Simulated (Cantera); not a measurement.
A closed system holds: 1 mol borazine, 2.2 mol H2, equilibrated at 44.0 Pa.

Cantera equilibrium calculation (NASA polynomials, part measured and part estimated; ideal gas, pure solids and liquids). Candidate condensed phases: B, BN; 15 gas species. The feed counts by its element totals alone. Mutual solubility and eutectic melting of coexisting phases are not modelled. The tables' values for BH2 are old estimates; treat these amounts as uncertain. Rates play no part.

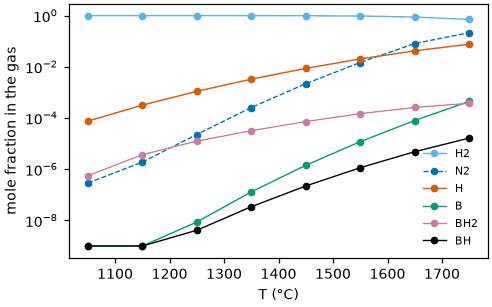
Equilibrium gas composition (values under 1e-9 drawn at 1e-9)

Question: Read off the mole fractions at 1750 °C.

Answer: H2 about 0.71, N2 about 0.22, H about 0.076, B about 0.00044, BH2 about 0.00038, BH about 1.6e-5.
